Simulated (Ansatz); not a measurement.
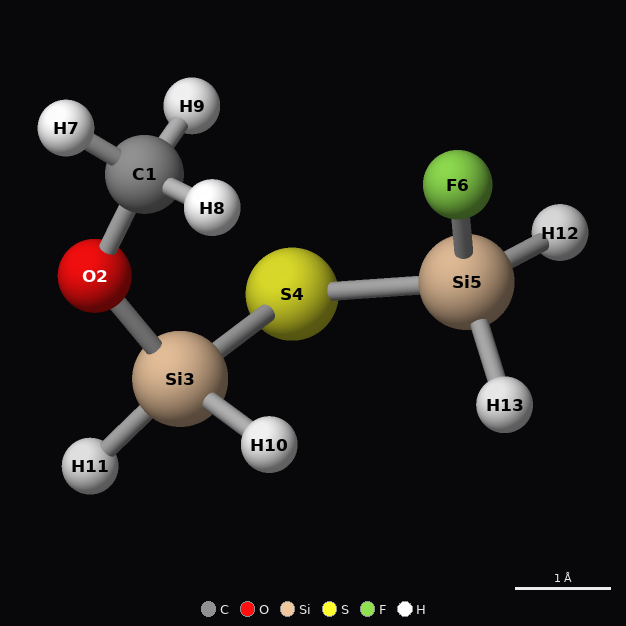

Numbered structure. The computed structure is the end point of a PBE0-D4/def2-TZVP optimisation.

List the bonds and their lengths.

| bond | length (Å) | order |
| --- | --- | --- |
| C1–O2 | 1.413 | single |
| C1–H7 | 1.090 | single |
| C1–H8 | 1.095 | single |
| C1–H9 | 1.094 | single |
| O2–Si3 | 1.629 | single |
| Si3–S4 | 2.150 | single |
| Si3–H10 | 1.488 | single |
| Si3–H11 | 1.476 | single |
| S4–Si5 | 2.112 | single |
| Si5–F6 | 1.601 | single |
| Si5–H12 | 1.479 | single |
| Si5–H13 | 1.479 | single |
